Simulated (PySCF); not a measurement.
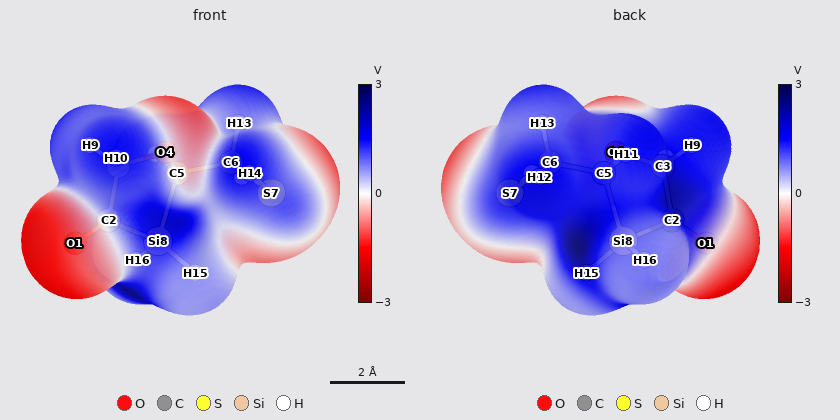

C₄H₈O₂SSi. The electrostatic potential painted on the density surface at 0.004 e/bohr³, seen from the front and from behind; red is negative and blue positive.

Geometry: GFN2-xTB.

All numbers below come from CAM-B3LYP/def2-SVPD, SCF density, gas phase in PySCF 2.14.0.

```csv
atom,x (Å),y (Å),z (Å)
O,-2.8781,1.2550,0.7765
C,-1.8185,0.8202,0.4075
C,-0.8498,1.5922,-0.4757
O,0.4099,0.9810,-0.4906
C,0.3104,-0.4451,-0.5963
C,1.6996,-1.0174,-0.3974
S,2.3355,-0.6812,1.2751
Si,-1.0359,-0.9193,0.6932
H,-1.2866,1.6202,-1.4887
H,-0.7150,2.6181,-0.1266
H,-0.0116,-0.6973,-1.6227
H,1.6816,-2.1003,-0.5038
H,2.4051,-0.5889,-1.1104
H,2.1722,0.6346,1.1889
H,-0.5393,-1.0619,2.0518
H,-1.8870,-2.0008,0.2103
```

> Describe the electrostatic potential map.

The most negative region (about −1.7 V) lies over O1, the most positive (about +2.4 V) over Si8. O1 is the likeliest acceptor of a hydrogen bond.

> How polar is the molecule by this calculation?

Its dipole moment is 2.58 D.
